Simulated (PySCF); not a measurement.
C2H4Cl3F3Si2, SMILES FC(F)(F)C[SiH2][Si](Cl)(Cl)Cl at its GFN2-xTB optimised geometry (Å):

```
14

F     -0.2163    -3.0683    -1.0655
C      0.1554    -2.3387     0.0000
F     -0.2158    -3.0446     1.0820
F      1.4994    -2.3387     0.0000
C     -0.4145    -0.9545     0.0000
Si     0.1725    -0.0198     1.5649
Si    -0.7337     2.1241     1.4742
Cl    -0.3798     3.0683    -0.2862
Cl     0.0864     3.2577     2.9390
Cl    -2.7414     2.1462     1.7583
H     -1.4994    -1.0466    -0.0385
H     -0.0869    -0.4646    -0.9164
H     -0.2987    -0.7659     2.7355
H      1.6381     0.0005     1.5508
```

Level of theory: PBE/def2-TZVP (PySCF). Cells within 0.4 Å of a nucleus heavier than hydrogen are left out (blank, or x).

Map of the log10 of the electron density (e/bohr³), floored at −4 on the plane z = 0.8 Å:

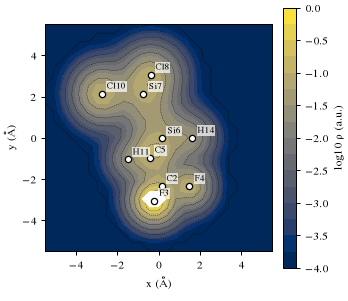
Figure. Log10 of the electron density (e/bohr³), floored at −4 on the plane z = 0.8 Å.
